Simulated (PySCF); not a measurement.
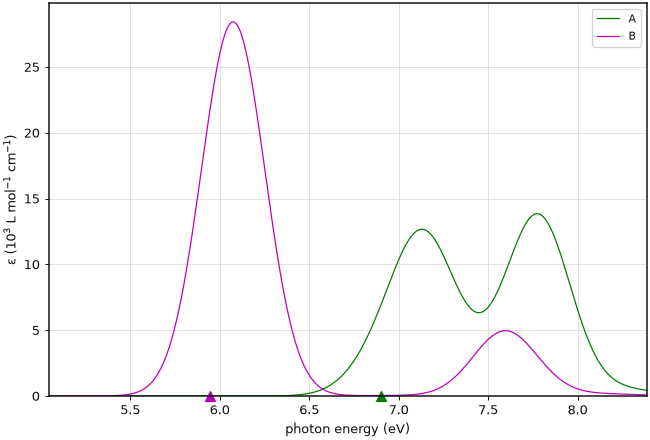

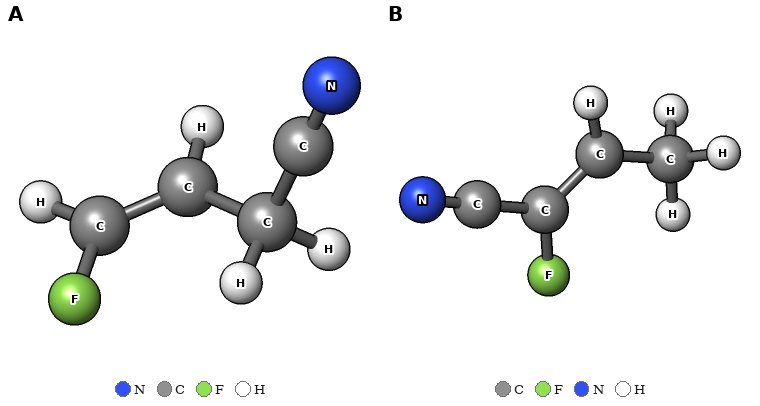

Related molecules: A is C₄H₄FN, SMILES N#CC/C=C\F; B is C₄H₄FN, SMILES C/C=C(\F)C#N. Vertical TDDFT absorption, B3LYP/def2-SVPD with PySCF 2.14.0, at a PBE0-D3(BJ)/def2-SVP geometry (no frequency check); Gaussians of 1/e half-width 0.25 eV, triangles mark S1, and the range ends where the computed states of one molecule run out.

Question: How does the lowest singlet move?

Answer: A: 6.90 eV (f = 0.038, mainly HOMO → LUMO+1 (86 %)); B: 5.94 eV (f = 0.001, mainly HOMO → LUMO+1 (95 %)). From A to B it shifts 0.96 eV to the red.

Question: And the brightest state of each within the range drawn?

Answer: A: S7 at 7.79 eV, f = 0.19; B: S2 at 6.08 eV, f = 0.44.

Caveats, for all or some of the runs: core orbitals are frozen in the response; one conformer of a flexible molecule; states above the negative HOMO energy depend on the basis.
